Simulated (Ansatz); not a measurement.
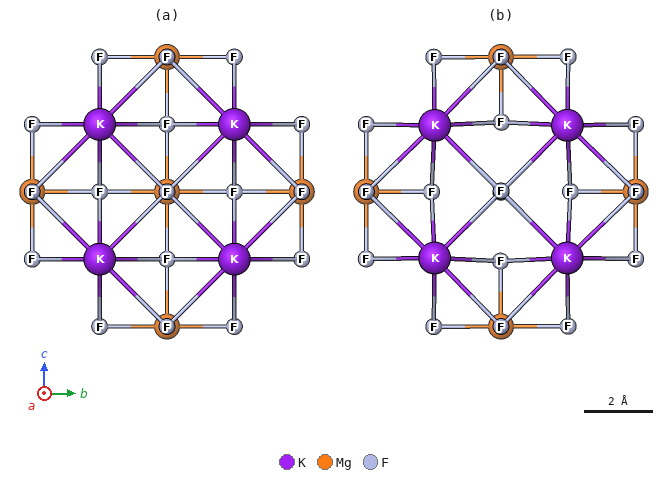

Left: perfect KMgF3. Right: the same region with one point defect, after relaxing the atoms in a supercell of 40 sites. A ball-and-stick model of the atoms within 4.6 Å of one point, in a slice 4.2 Å thick across the line of sight, seen along the a axis.

All numbers below come from DFT, PBEsol, PAW, plane waves in Ansatz 0.2.0. (plane-wave cutoff 420 eV; k-point mesh 1 × 1 × 1; mesh shifted by (0.25, 0.25, 0.25); collinear spin) Fermi-Dirac smearing of 0.01 eV. The axes drawn are those of the host's conventional cell.

**What kind of defect was made?**

A magnesium atom is replaced by fluorine.

The charge state of the cell is 0.

**How does the lattice respond?**

In the host the Mg atom has 6 F at 2.00 Å; the F atom ends with 6 F at 2.06 Å. Of the host's atoms, a fluorine atom moves furthest from its site, by 0.07 Å. The cell's net moment is 3.00 μB.

Limits of the set-up: the periodic images lie only 8.0 Å apart, so the values are limited by the cell's size.
